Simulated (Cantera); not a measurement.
Input: 1 mol FeS, a varied amount of H2, equilibrated at 1575 °C and 5200 Pa.

Equilibrium computed with Cantera from the NASA thermochemical tables; the gas is ideal and each condensed phase is pure. Candidate condensed phases: Fe, FeS, FeS2, S; 8 gas species. Kinetics and transport are ignored.

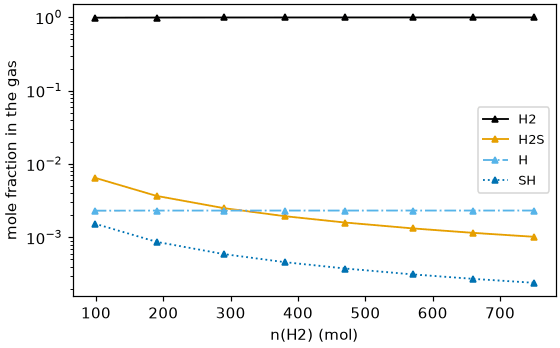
*Equilibrium gas composition (values under 1e-9 drawn at 1e-9)*

**Question.** Read off the mole fractions at 750 mol H2.

**Answer.** H2 about 1.00, H about 0.0023, H2S about 0.0010, SH about 0.00024.
